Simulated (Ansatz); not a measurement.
# B₃H₃O₃: one species, many methods

Aim: compute B₃H₃O₃ with functionals from several rungs and with coupled cluster, and see how far each lands from CCSD(T) at the basis-set limit for the atomisation energy.

The runs use Ansatz 0.2.0, Gaussian basis; functionals in def2-TZVPP, the program's frozen cores in correlated methods.

The runs, in order: LDA (SPW92), PBE-D4, revPBE-D4, BLYP-D4, r2SCAN-D4, B97M-V, PBE0-D4, B3LYP-D4, r2SCANh-D4, r2SCAN0-D4, HSE06-D4, BHLYP-D4, CAM-B3LYP-D4, LC-ωPBE, ωB97X-V, ωB97M-V, B2PLYP, PBE-QIDH; CCSD(T)/def2-SVP; CCSD(T)/def2-TZVPP; MP2/def2-QZVPP; extrapolation to the limit; RPA on PBE.

## 1. Structure used throughout

The geometry comes from an earlier relaxation with PBE0-D4 in a triple-zeta def2 set; it is a stationary point, not always the lowest conformer.

SMILES `B1OBOBO1`, 9 atoms, charge 0, spin multiplicity 1.

Atoms are counted from 1 here; the program's logs count them from 0.

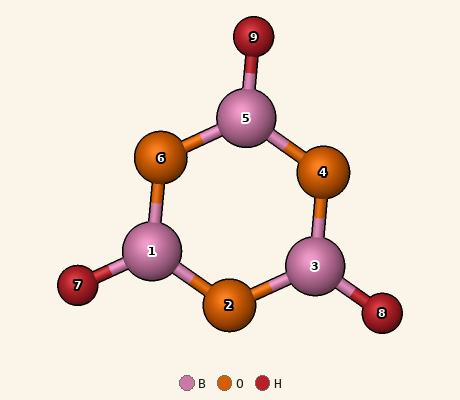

The geometry (boron pink, oxygen orange, hydrogen red); atoms are numbered from 1 in the order of the file.

Coordinates:

```mol
B3H3O3
  3D, bonds by distance, orders not assigned

  9  9  0  0  0  0  0  0  0  0999 V2000
    1.3016    0.1158   -0.4247 B   0  0
    0.6128   -1.0535   -0.6248 O   0  0
   -0.6869   -1.1727   -0.2023 B   0  0
   -1.2974   -0.1154    0.4232 O   0  0
   -0.6148    1.0569    0.6269 B   0  0
    0.6846    1.1689    0.2016 O   0  0
    2.4293    0.2162   -0.7926 H   0  0
   -1.2819   -2.1887   -0.3775 H   0  0
   -1.1473    1.9725    1.1701 H   0  0
  1  2  8  0
  2  3  8  0
  3  4  8  0
  4  5  8  0
  5  6  8  0
  1  7  8  0
  3  8  8  0
  5  9  8  0
  1  6  8  0
M  END
```

## 2. LDA

This LDA is Slater exchange with PW92 correlation.

File in.yaml:

```yaml
crystal:
  periodic: [false, false, false]
  atoms:
    - {symbol: B, position_ang: [1.301639, 0.115834, -0.424664]}
    - {symbol: O, position_ang: [0.612786, -1.053495, -0.624828]}
    - {symbol: B, position_ang: [-0.686877, -1.172741, -0.202251]}
    - {symbol: O, position_ang: [-1.297430, -0.115439, 0.423230]}
    - {symbol: B, position_ang: [-0.614765, 1.056905, 0.626925]}
    - {symbol: O, position_ang: [0.684640, 1.168930, 0.201589]}
    - {symbol: H, position_ang: [2.429291, 0.216204, -0.792630]}
    - {symbol: H, position_ang: [-1.281946, -2.188743, -0.377475]}
    - {symbol: H, position_ang: [-1.147348, 1.972536, 1.170107]}
basis:
  gaussian: {orbitals: def2-TZVPP}
hamiltonian: {xc: lda}
output: {orbitals: {seedname: orbitals}}
```

The runs that follow: PBE-D4 (GGA); revPBE-D4 (GGA); BLYP-D4 (GGA); r2SCAN-D4 (meta-GGA); B97M-V (meta-GGA); PBE0-D4 (hybrid); B3LYP-D4 (hybrid); r2SCANh-D4 (hybrid); r2SCAN0-D4 (hybrid); HSE06-D4 (hybrid); BHLYP-D4 (hybrid); CAM-B3LYP-D4 (range-separated); LC-ωPBE-D4 (range-separated); ωB97X-V (range-separated); ωB97M-V (range-separated); B2PLYP (double hybrid); PBE-QIDH (double hybrid); CCSD(T) in def2-SVP; CCSD(T) in def2-TZVPP; MP2 in def2-QZVPP; RPA on PBE orbitals.

**Question.** What will the summary of the whole plan be? Wanted: atomisation energy, CCSD(T)/CBS; farthest beyond LDA; mean size of error, GGA; mean size of error, meta-GGA; mean size of error, hybrid; mean size of error, range-separated; mean size of error, double hybrid; gap, smallest and largest; T1 diagnostic.

As calculated:

```
                               quantity                                           value
        atomisation energy, CCSD(T)/CBS                                   4365.1 kJ/mol
 functionals within 21.8 kJ/mol (0.5 %)  revPBE-D4, B3LYP-D4, ωB97X-V, B2PLYP, PBE-QIDH
                    farthest beyond LDA                          PBE-D4 (+116.9 kJ/mol)
                mean size of error, GGA                                     54.6 kJ/mol
           mean size of error, meta-GGA                                     48.3 kJ/mol
             mean size of error, hybrid                                     39.0 kJ/mol
    mean size of error, range-separated                                     40.2 kJ/mol
      mean size of error, double hybrid                                      6.2 kJ/mol
              gap, smallest and largest       6.16 eV (LDA (SPW92)), 14.21 eV (LC-ωPBE)
                          T1 diagnostic                                          0.0145
triples share of the correlation energy                                           3.7 %
```

**Reading.** The LDA atomisation energy is off by 674.6 kJ/mol (15 %): it overbinds. PBE-D4 is off by +116.9 kJ/mol. Double hybrids carry the basis error of their MP2 part in triple zeta, and no dispersion term here, so their miss is partly the set-up's. Taken by rung, double hybrid functionals do best (6.2 kJ/mol on average) and GGA ones worst beyond LDA (54.6 kJ/mol). Misses under about 21.8 kJ/mol are within the doubt on the reference itself, which lacks core-valence correlation, relativity and higher excitations. Hartree-Fock recovers 77 % of the binding; the rest is correlation. CCSD(T) in def2-SVP is off by -155.0 kJ/mol, more than most functionals: a good method in a small basis is no reference. Orbital gaps span 6.2 to 14.2 eV; exact exchange widens them.
